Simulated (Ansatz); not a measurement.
# Ga2N2H6: small, medium and large basis sets

How large a basis does Ga2N2H6 need? Two functionals are run in growing sets.

The runs use Ansatz 0.2.0, Gaussian basis; one geometry, several basis sets.

Plan: PBE0-D4/def2-SVP; ωB97M-V/def2-SVP; PBE0-D4/def2-QZVPP; ωB97M-V/def2-QZVPP; the functionals' def2-TZVPP values are taken from earlier runs.

## Step 1: The relaxed structure

The geometry comes from an earlier relaxation with PBE0-D4 in a triple-zeta def2 set; it is a stationary point, not always the lowest conformer.

SMILES `[NH2][Ga]([NH2])[GaH2]`, 10 atoms, charge 0, spin multiplicity 1.

Atoms are counted from 1 here; the program's logs count them from 0.

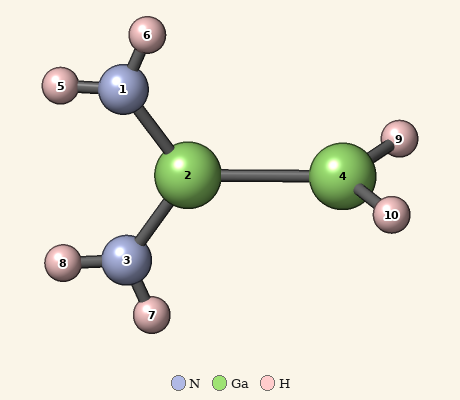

The geometry (nitrogen light blue, gallium green, hydrogen pink); atoms are numbered from 1 in the order of the file.

## Step 2: PBE0-D4 in def2-SVP

The input, in.yaml:

```yaml
crystal:
  periodic: [false, false, false]
  atoms:
    - {symbol: N, position_ang: [-1.796638, 0.293877, -0.648576]}
    - {symbol: Ga, position_ang: [-0.122108, -0.124795, -0.049070]}
    - {symbol: N, position_ang: [0.206186, -1.921393, 0.007575]}
    - {symbol: Ga, position_ang: [1.529340, 1.565123, 0.616543]}
    - {symbol: H, position_ang: [-2.447780, -0.384400, -1.007459]}
    - {symbol: H, position_ang: [-2.098117, 1.231954, -0.845448]}
    - {symbol: H, position_ang: [1.031898, -2.323006, 0.415674]}
    - {symbol: H, position_ang: [-0.490930, -2.623239, -0.177573]}
    - {symbol: H, position_ang: [2.565947, 2.173775, -0.404755]}
    - {symbol: H, position_ang: [1.622213, 2.112114, 2.093089]}
basis:
  gaussian: {orbitals: def2-SVP}
hamiltonian: {xc: pbe0, dispersion: d4}
output: {orbitals: {seedname: orbitals}}
```

Started as:

```
> ansatz run in.yaml --threads 4 --pin off --events-out ev --progress --plain --max-ram 10444MiB
```

Further steps of the session: ωB97M-V in def2-SVP; PBE0-D4 in def2-QZVPP; ωB97M-V in def2-QZVPP.

Before running them: what should the planned runs give, taken together? Wanted: PBE0-D4: double and triple zeta above quadruple; ωB97M-V: double and triple zeta above quadruple.

As calculated:

| quantity | value |
| --- | --- |
| PBE0-D4: double and triple zeta above quadruple | 19.84, 2.59 eV |
| ωB97M-V: double and triple zeta above quadruple | 19.85, 2.52 eV |

For PBE0-D4 the step from double to triple zeta gains 17.25 eV and the next only 2.59 eV. Total energies overstate the basis error of differences, where much of it tends to cancel.
